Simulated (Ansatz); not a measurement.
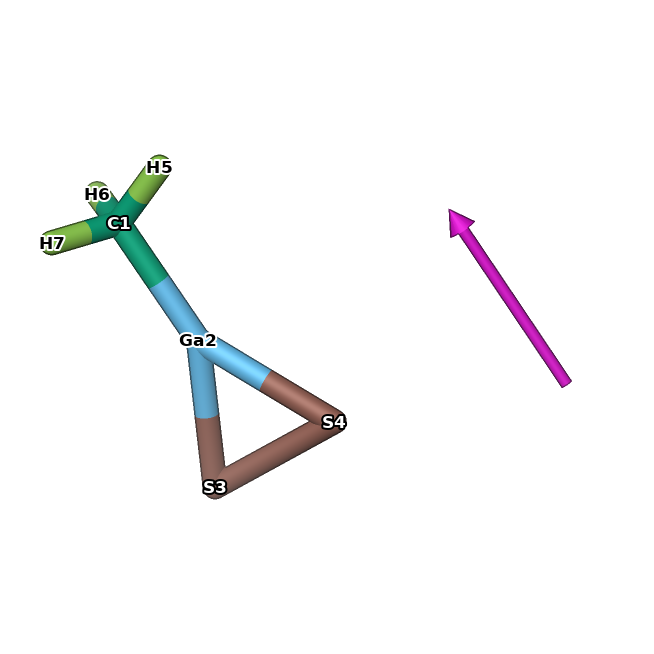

The arrow beside the molecule shows the direction of the dipole moment, from the negative to the positive end (its length means nothing). Computed geometry: PBE0-D4/def2-TZVP optimisation. Method: RKS PBE0-D4/def2-TZVP (Ansatz 0.2.0).

Q: Estimate the dipole moment.

A: 4.45 D; it points from the side of S3, S4 to the side of H5, H6, H7 (the outermost atoms at the two ends).
